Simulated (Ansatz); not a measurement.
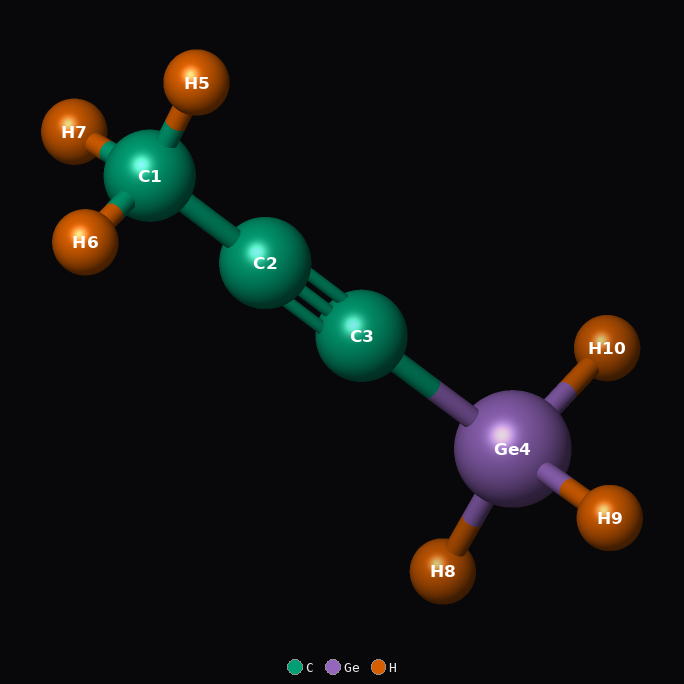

The atoms are numbered. The geometry was computed by an optimisation with PBE0-D4/def2-TZVP. No frequency run is at hand to confirm it as a minimum.

What is the geometry at C3?

Answer. C3 has 2 neighbours (C2 at 1.21, Ge4 at 1.89 Å); the arrangement is linear.

Describe the coordination of atom 4.

Answer. Ge4 has 4 neighbours (C3 at 1.89, H8 at 1.53, H9 at 1.53, H10 at 1.53 Å); the arrangement is tetrahedral.

Describe the coordination of atom 2.

Answer. C2 has 2 neighbours (C1 at 1.45, C3 at 1.21 Å); the arrangement is linear.

What is the geometry at C1?

Answer. C1 has 4 neighbours (C2 at 1.45, H5 at 1.09, H6 at 1.09, H7 at 1.09 Å); the arrangement is tetrahedral.
